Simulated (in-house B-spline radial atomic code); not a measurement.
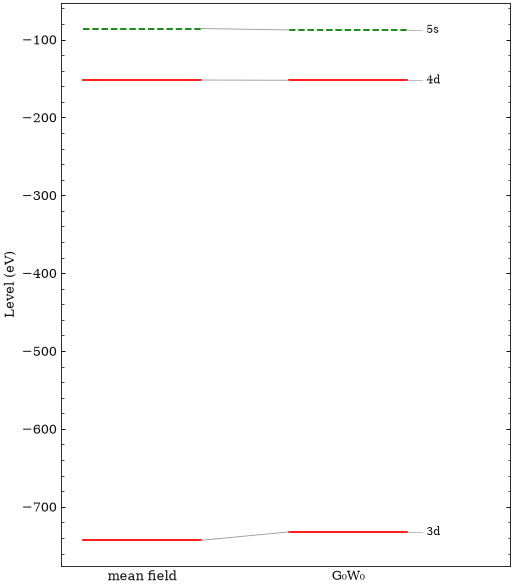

Mean-field and G₀W₀ levels (solid occupied, dashed empty) for I⁷⁺ ([Kr] 4d¹⁰). All-electron spherical atom, scalar X2C, Hartree-Fock start, no spin-orbit coupling, Breit or QED terms; computed with a B-spline radial code. The quasi-particle equation is solved at full frequency; levels of low quasi-particle weight Z are left out.

Give the quasi-particle levels and their parts.

G₀W₀ moves the highest occupied level, 4d, from −151.93 to −152.21 eV (renormalisation factor Z = 0.98). The empty level 5s goes from −85.81 to −87.62 eV.

```tsv
Level	Mean field (eV)	Σc (eV)	Z	G₀W₀ (eV)
5s	−85.81	−1.81	0.99	−87.62
4d	−151.93	−0.28	0.98	−152.21
3d	−743.01	10.78	0.93	−732.24
```
